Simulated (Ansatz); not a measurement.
**What Rh vacancy, symmetric start does to Rh**

Base system: a 27-atom supercell of Rh in the fcc (Cu type) structure (space group Fm-3m, No. 225; a = 3.780 Å) at its relaxed geometry.

The change: a neutral Rh vacancy, symmetric start, atoms relaxed at fixed cell.

The values are results of plane-wave PAW DFT at the PBEsol level (Ansatz, a program for electronic structure, 420 eV), spin-orbit coupling left out, not measurements. Settings: 5×5×5 k-points, 0.05 eV Fermi–Dirac smearing.

* **Pressure**: -3.5 GPa (base 0.0 GPa)
* **Energy gained by relaxation**: 0.08 eV
* **Mean distance from the defect site to its nearest host atoms**: 2.64 Å (base 2.67 Å)
* **Formation energy E(defect cell) − (N_defect/N_perfect) E(perfect cell), N the atom counts**: 2.4 eV

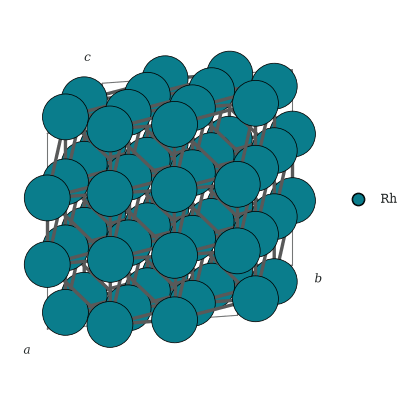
Figure. The relaxed cell after the change

Cost of the whole job for the changed cell (relaxation, final SCF and bands): around 6 core-minutes (rough).

In so small a cell the defect repeats every few ångströms: this is an ordered compound, not a dilute defect. The defect started on the symmetric site and kept its symmetry, so it may sit on a saddle. All final runs are without spin polarisation. Rh lies near a magnetic instability that expansion can trigger; it was not tested. The defect cell is not spin-polarised.
